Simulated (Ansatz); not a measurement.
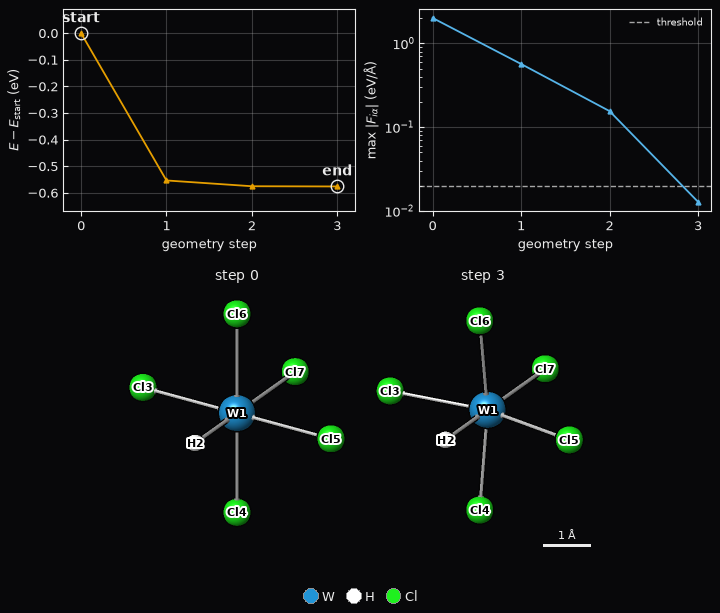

First and last geometry of a relaxation of WHCl5, with the history of the run. The picture is a ball-and-stick view, seen at a tilt.

The run prepares the start of a later molecular dynamics calculation, from a guessed geometry.

Computed with Ansatz, RKS PBE/def2-SVP.

Input
```yaml
crystal:
  periodic: [false, false, false]
  atoms:
    - { symbol: W, position_ang: [0.0, 0.0, 0.0] }
    - { symbol: H, position_ang: [0.0, 0.0, 1.72] }
    - { symbol: Cl, position_ang: [2.39, 0.0, 0.0] }
    - { symbol: Cl, position_ang: [0.0, 2.39, 0.0] }
    - { symbol: Cl, position_ang: [-2.39, 0.0, 0.0] }
    - { symbol: Cl, position_ang: [0.0, -2.39, 0.0] }
    - { symbol: Cl, position_ang: [0.0, 0.0, -2.39] }
basis:
  gaussian: { orbitals: def2-SVP }
hamiltonian:
  xc: pbe
relax:
  f_tol: 0.02
  max_steps: 40
output:
  orbitals: {}
```

Run as
```bash
ansatz run input.yaml --threads 4 --pin off --max-ram 5120MiB --backend cpu --events-out ev --progress --plain --runs-dir out
```

> What do the curves and the structures tell?

It converged. Over 3 geometry steps the energy falls by 0.576 eV. Largest force component: 2 eV/Å at the start, 0.013 eV/Å at the end. W1 moves most after the best rigid fit: 0.18 Å. Largest moves by element: W 0.18 Å, H 0.18 Å, Cl 0.17 Å. Among the contacts that change: W1–Cl3 2.390 → 2.301 Å, W1–Cl7 2.390 → 2.372 Å, W1–H2 1.720 → 1.726 Å. Among the angles between lasting bonds that change: Cl3–W1–Cl5 180.0° → 164.1°, H2–W1–Cl3 90.0° → 82.1°, Cl3–W1–Cl7 90.0° → 97.9°. The run took 12 s on 4 threads of Arm Neoverse V1, on a shared host, peak memory 0.2 GiB.

| step | E − E(0), eV | largest force component, eV/Å |
| --- | --- | --- |
| 0 | 0.0000 | 2.0146 |
| 1 | -0.5531 | 0.5687 |
| 2 | -0.5748 | 0.1557 |
| 3 | -0.5757 | 0.0129 |
